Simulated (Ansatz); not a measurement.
```yaml
crystal:
  lattice:
    - [5.82094, 0.00000, 0.00000]
    - [0.00000, 5.82094, 0.00000]
    - [0.00000, 0.00000, 5.82094]
  atoms:
    - { symbol: Ti, position: [0.00000, 0.00000, 0.00000] }
    - { symbol: Si, position: [0.20048, 0.50000, 0.50000] }
    - { symbol: Si, position: [0.50000, 0.20048, 0.50000] }
    - { symbol: Si, position: [0.79952, 0.50000, 0.50000] }
    - { symbol: Si, position: [0.50000, 0.79952, 0.50000] }
    - { symbol: Si, position: [0.50000, 0.50000, 0.20048] }
    - { symbol: Si, position: [0.50000, 0.50000, 0.79952] }
```

Space group Pm-3m; a structure generated by program, which may or may not match a known phase; spin-polarised.

Computed with DFT PBE, scalar-relativistic, plane waves, PAW in Ansatz 0.2.0.

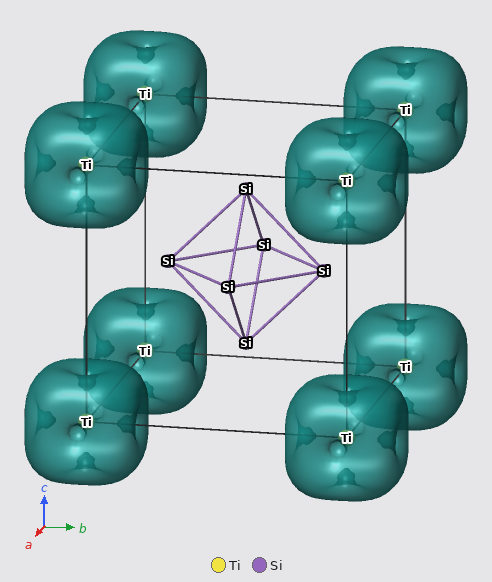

TiSi$_{6}$. Isosurface of the spin density (up minus down) at +0.04 e/Å³ (teal), seen slightly off an axis. Sticks mark near contacts.

Core electrons are frozen (PAW), and the valence fields are smoothed inside the atomic spheres.

Q: Which atoms carry the moments, and with what signs?

A: The spin density sits on Ti: +2.6 μB in one cell of 7 atoms: parallel main moments, as they must be, since the calculation's own cell holds one magnetic site. The cell of the calculation (7 atoms) carries 2.9 μB of net spin moment.
